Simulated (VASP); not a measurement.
Band structure of CuZn (CsCl type). Computed with SCAN meta-GGA, VASP's PBE PAW potentials (set 64) (plane waves; VASP).

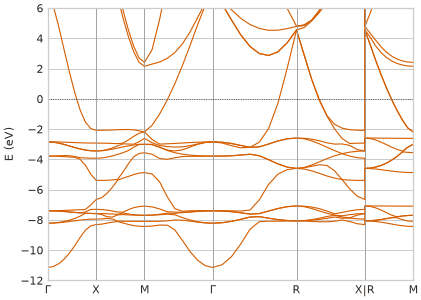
Figure: Bands along high-symmetry lines, zero at the valence-band maximum or, without a gap, the Fermi level

### Question
Read the plot: is there a gap, and where are the band edges?

### Answer
It has no gap at this level: it comes out as a metal or semimetal.

The compound is CuZn in the CsCl type structure. It was relaxed first. The electron count is odd and the run is not spin-polarised, which forces a metal.
